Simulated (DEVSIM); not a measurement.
Structure: abrupt Ge p-n junction, at 300 K.

| layer (left to right) | material | thickness (μm) | Nd (cm⁻³) | Na (cm⁻³) | τn (s) | τp (s) |
|---|---|---|---|---|---|---|
| 1 | Ge | 2.30 | - | 2.4e17 | 0.00042 | 0.00042 |
| 2 | Ge | 0.210 | 6.4e17 | - | 0.00042 | 0.00042 |

Left contact: ohmic. Right contact: ohmic. Voltage is applied to the left contact. Recombination: SRH at mid-gap. Mobility is μmin + (μ − μmin)/(1 + (N/Nref)^α).

This is a model device: material constants are rounded textbook-type values typed into the input, and sizes, dopings and lifetimes were drawn at random. Values at 300 K.

```
parameter           Ge
-------------  -------
gap (eV)         0.664
affinity (eV)        4
permittivity        16
Nc (cm⁻³)      1.04e19
Nv (cm⁻³)         6e18
μn (cm²/Vs)       3900
μp (cm²/Vs)       1900
μn,min             150
μp,min             100
Nref,n          2.6e17
Nref,p            4e17
αn                0.56
αp                 0.6
```

Model (solved in DEVSIM): 1D drift-diffusion, Boltzmann statistics, complete ionisation; no tunnelling, impact ionisation, image-force lowering or self-heating.

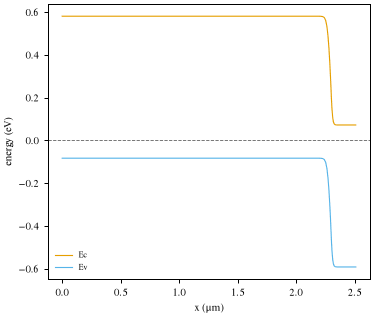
*Band edges at zero bias*

Energies count from the Fermi level of the right contact; mesh points crowd at the junctions.

```
x (μm)   Ec (eV)  Ev (eV)  n (cm⁻³)  p (cm⁻³)  field (V/cm)
-------  -------  -------  --------  --------  ------------
0.000      0.581   -0.083     1.8e9    2.4e17           ≈ 0
0.01671    0.581   -0.083     1.8e9    2.4e17           ≈ 0
0.04208    0.581   -0.083     1.8e9    2.4e17           ≈ 0
0.08743    0.581   -0.083     1.8e9    2.4e17           ≈ 0
0.1877     0.581   -0.083     1.8e9    2.4e17           ≈ 0
0.3321     0.581   -0.083     1.8e9    2.4e17           ≈ 0
0.5515     0.581   -0.083     1.8e9    2.4e17           ≈ 0
1.112      0.581   -0.083     1.8e9    2.4e17           ≈ 0
1.597      0.581   -0.083     1.8e9    2.4e17           ≈ 0
1.874      0.581   -0.083     1.8e9    2.4e17           ≈ 0
2.057      0.581   -0.083     1.8e9    2.4e17           ≈ 0
2.183      0.581   -0.083     1.8e9    2.4e17           -20
2.240      0.575   -0.089     2.3e9    1.9e17         -6100
2.272      0.487   -0.177    6.8e10    6.4e15        -61000
2.298      0.242   -0.422    9.0e14    4.8e11       -130000
2.313      0.105   -0.559    1.8e17     2.5e9        -46000
2.333      0.073   -0.591    6.1e17     7.2e8         -2300
2.365      0.072   -0.592    6.4e17     6.8e8           -11
2.425      0.072   -0.592    6.4e17     6.8e8           ≈ 0
2.464      0.072   -0.592    6.4e17     6.8e8           ≈ 0
2.488      0.072   -0.592    6.4e17     6.8e8           ≈ 0
2.510      0.072   -0.592    6.4e17     6.8e8           ≈ 0
```
